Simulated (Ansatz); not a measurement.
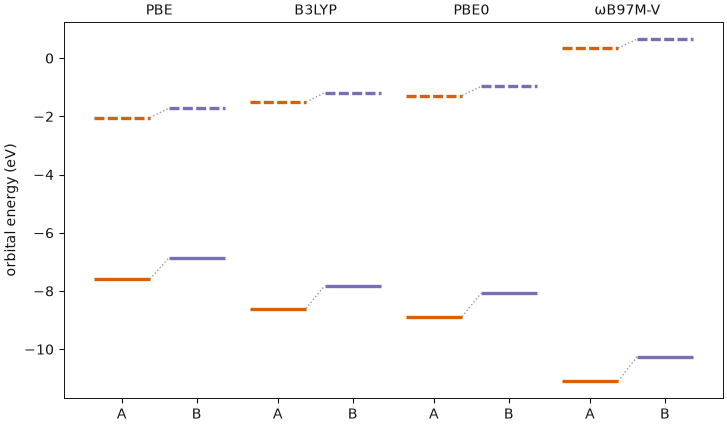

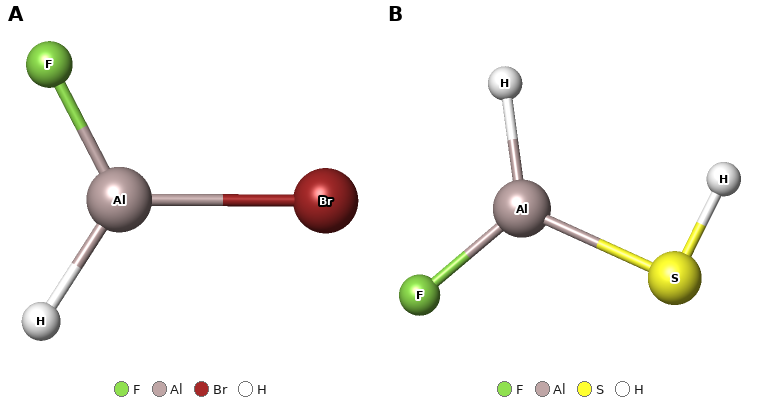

One change: A, AlHBrF (SMILES [F][AlH][Br]), becomes B, AlH₂SF (SMILES [F][AlH][SH]). Br on Al is replaced by SH. HOMO (solid) and LUMO (dashed) computed in def2-TZVPP at PBE0-D4/def2-TZVP geometries, both minima by their frequencies, gas phase, the Ansatz code. Empty levels above zero depend strongly on the basis.

What does the change do to HOMO and LUMO?

PBE: the HOMO rises by 0.72 eV, the LUMO rises by 0.32 eV, and the separation goes from 5.55 to 5.15 eV. B3LYP: the HOMO rises by 0.79 eV, the LUMO rises by 0.32 eV, and the separation goes from 7.10 to 6.63 eV. PBE0: the HOMO rises by 0.80 eV, the LUMO rises by 0.31 eV, and the separation goes from 7.60 to 7.11 eV. ωB97M-V: the HOMO rises by 0.84 eV, the LUMO rises by 0.31 eV, and the separation goes from 11.44 to 10.92 eV.

Do the functionals agree on the effect?

They agree on the direction for both levels; the HOMO shift lies between 0.72 and 0.84 eV and the LUMO shift between 0.31 and 0.32 eV, while the separations themselves differ by up to 5.9 eV between functionals.
